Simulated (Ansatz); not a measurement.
# MP2/cc-pVDZ run of GeHSCl2F (SMILES [F][Ge]([SH])([Cl])[Cl])

Aim: the vertical singlet–triplet gap of GeHSCl2F at MP2/cc-pVDZ, from 2 runs. 

The calculation is run with Ansatz 0.2.0.

72 further runs of the same task are left out: 72 set aside as unsound or not needed. Runs told in other sessions of the task aren't counted.

## (1) The structure to begin with

GeHSCl2F: 6 atoms, total charge 0, spin state singlet. As SMILES, `[F][Ge]([SH])([Cl])[Cl]`. Geometry: relaxed at PBE0-D4/def2-TZVP. This is one conformer, not always the lowest.

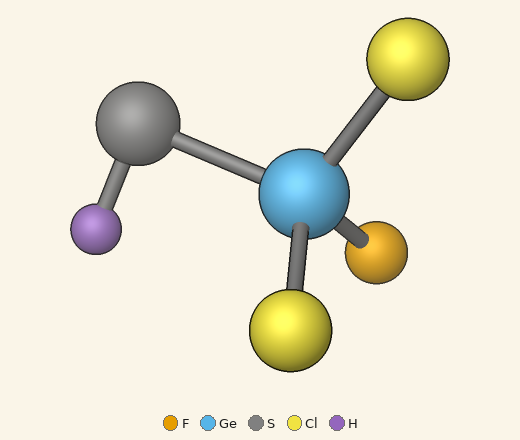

Viewed from a chosen angle; fluorine amber, germanium blue, sulfur grey, chlorine yellow, hydrogen purple.

## (2) A single-point energy at MP2/cc-pVDZ

Input file run.yaml:

```yaml
crystal:
  periodic: [false, false, false]
  atoms:
    - {symbol: F, position_ang: [1.026900, -1.407000, -0.691200]}
    - {symbol: Ge, position_ang: [-0.148100, -0.195600, -0.359900]}
    - {symbol: S, position_ang: [-0.244400, 0.240000, 1.774800]}
    - {symbol: Cl, position_ang: [-2.016500, -0.953000, -0.997700]}
    - {symbol: Cl, position_ang: [0.438900, 1.465300, -1.540500]}
    - {symbol: H, position_ang: [0.985300, 0.786300, 1.768500]}
basis:
  gaussian:
    orbitals: cc-pVDZ
correlation:
  method: mp2
  frozen_orbitals: {Cl: 5, F: 1, Ge: 9, H: 0, S: 5}
accuracy: high
```

The run is started by

```bash
$ ansatz run run.yaml --threads 1 --pin off --max-ram 2610MiB --events-out events.jsonl --progress --plain --runs-dir runs
```

What it wrote:

```text
Warning: RAYON_NUM_THREADS=1 ignored (pool sized by the plan → 1); use --threads N
Functional definition: HF
  name "HF"
  exchange = exact_x
  correlation = 0
2231 factors; integrals over basis functions are off by at most 4.4e-9 eV
mean field evaluation 1: about -95021.0886 eV, gradient 3.2e1 eV
mean field evaluation 2: about -95021.1299 eV, gradient 3.2e1 eV
mean field evaluation 4: about -95023.6261 eV, gradient 2.3e0 eV
mean field evaluation 8: about -95023.6571 eV, gradient 2.1e-1 eV
mean field evaluation 16: about -95023.6574 eV, gradient 2.4e-8 eV
mean field -95023.65736578 eV, -3492.0549988441 hartree, gradient 2.5e-8 eV, S^2 0.000000; 0 other end points of the search recorded, 0 dependent functions left out
25 core orbitals not correlated: weight in the atoms' cores, before any rotation towards them, 1.000 or more for the frozen orbitals, at most 0.000 for the correlated occupied ones
reference -95023.65736578 eV, -3492.0549988441 hartree; 21, 21 occupied and 54, 54 virtual orbitals, 2231 factors
second order -18.83672145 eV of doubles, -0.00000000 eV of singles
Total energy: -95042.49408723 eV, -3492.7472355893 hartree
```

It took 9.6 s on 1 thread of Arm Neoverse V2, shared host; peak memory 0.4 GiB.

## (3) The triplet, same level

Input file in.yaml:

```yaml
crystal:
  periodic: [false, false, false]
  atoms:
    - symbol: F
      position_ang: [1.026900, -1.407000, -0.691200]
    - symbol: Ge
      position_ang: [-0.148100, -0.195600, -0.359900]
    - symbol: S
      position_ang: [-0.244400, 0.240000, 1.774800]
    - symbol: Cl
      position_ang: [-2.016500, -0.953000, -0.997700]
    - symbol: Cl
      position_ang: [0.438900, 1.465300, -1.540500]
    - symbol: H
      position_ang: [0.985300, 0.786300, 1.768500]
basis:
  gaussian:
    orbitals: cc-pVDZ
accuracy: high
magnetization:
  spin_polarized: true
  initial_magnetization: 2
correlation:
  method: mp2
  frozen_orbitals: {Cl: 5, F: 1, Ge: 9, H: 0, S: 5}
```

The run is started by

```bash
$ ansatz run in.yaml --threads 1 --pin off --max-ram 2610MiB --events-out events.jsonl --progress --plain --runs-dir runs
```

What it wrote, cut to the lines that bear on the results:

```text
Warning: RAYON_NUM_THREADS=1 ignored (pool sized by the plan → 1); use --threads N
[... 2 set-up lines as earlier in the session ...]
[...]
2231 factors; integrals over basis functions are off by at most 4.4e-9 eV
[...]
mean field -95018.28889952 eV, -3491.8577113480 hartree, gradient 6.8e-8 eV, S^2 2.023512; 10 other end points of the search recorded, 0 dependent functions left out
25 core orbitals not correlated: weight in the atoms' cores, before any rotation towards them, 1.000 or more for the frozen orbitals, at most 0.000 for the correlated occupied ones
reference -95018.28889952 eV, -3491.8577113480 hartree; 22, 20 occupied and 53, 55 virtual orbitals, 2231 factors
second order -18.40168932 eV of doubles, -0.00000000 eV of singles
Total energy: -95036.69058884 eV, -3492.5339609572 hartree
```

Run time: 36 s. Hardware: 1 thread of Arm Neoverse V2, shared host; peak memory 0.77 GiB.

## (4) Results

At MP2/cc-pVDZ, 25 core orbitals frozen:

| quantity | value |
| --- | --- |
| singlet: total energy | -3492.74724 Eh |
| singlet: correlation energy (25 core orbitals frozen) | -692.2 mEh |
| triplet: total energy | -3492.53396 Eh |
| triplet: correlation energy (25 core orbitals frozen) | -676.2 mEh |
| triplet: ⟨S²⟩ of the reference determinant | 2.024 |
| vertical energy of the triplet above the singlet | 5.803 eV |

What this shows: At this shape the triplet lies 5.80 eV (134 kcal/mol) above the singlet.
